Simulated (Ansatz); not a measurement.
Results of r²SCAN-D4 (plane waves, PAW; Ansatz, an electronic-structure program) for chalcopyrite CdSnAs2.

Settings: plane-wave cutoff 560 eV, 8×8×8 k mesh, Fermi–Dirac smearing 0.01 eV, scalar-relativistic PAW data made under PBE.

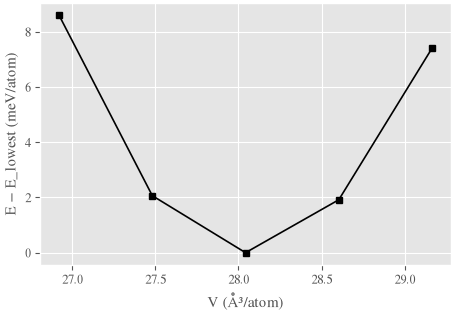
Total energy against volume

From the curve, estimate the equilibrium volume and the bulk modulus.

V0 ≈ 28.0 Å³/atom and B0 ≈ 57 GPa; the fit gives V0 = 28.043 Å³/atom, B0 = 56.9 GPa, B′ = 4.6.

Shape and atoms are relaxed at each volume.

Note: the gap of the solid is closed in this run; the relaxation could not lower the start's symmetry, so the cell can be a saddle point above a distorted one; this level leaves the solid without a gap, although one is measured; the bulk modulus comes from volumes at which shape and atoms were relaxed.

Spin–orbit coupling is not included; it can open a gap where bands touch, and shift volumes and moduli.

Static lattice: no zero-point or thermal effects.
